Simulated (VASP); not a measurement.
Band structure of MgSn₂ (space group P-62m). Method: PBEsol GGA, VASP's PBE PAW potentials (set 64) (plane waves; VASP).

Unless said otherwise, spin-orbit coupling is left out, though it shifts the bands of the heavy elements here.

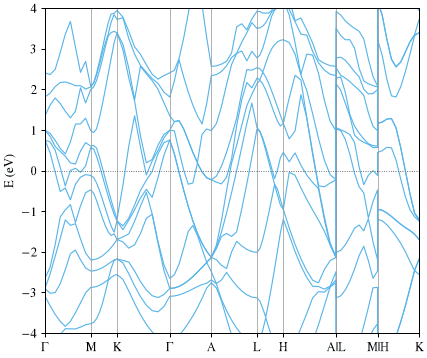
Bands along high-symmetry lines, zero at the valence-band maximum or, without a gap, the Fermi level

Task: Read the plot: is there a gap, and where are the band edges?

Result: It has no gap at this level: it comes out as a metal or semimetal. (Edges off the drawn lines would not show.)

The structure comes from a computed database's MgSn2 entry (P-62m); how it stands against other phases isn't given here. It was relaxed first.
